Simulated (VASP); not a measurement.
Band structure of Ba (bcc). Method: optB88-vdW, VASP's PBE PAW potentials (set 64) (plane waves; VASP).

Unless said otherwise, spin-orbit coupling is left out, though it shifts the bands of the heavy elements here.

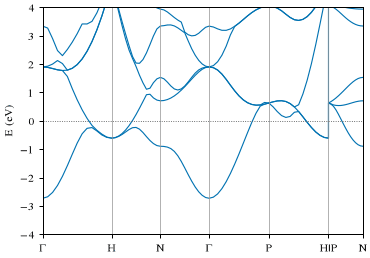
Figure: Bands along high-symmetry lines, zero at the valence-band maximum or, without a gap, the Fermi level

**Question.** Read the plot: is there a gap, and where are the band edges?

**Answer.** It has no gap at this level: it comes out as a metal or semimetal. (Edges off the drawn lines would not show.)

The compound is Ba in the bcc structure. It was relaxed first, which changed the volume by -6 %.
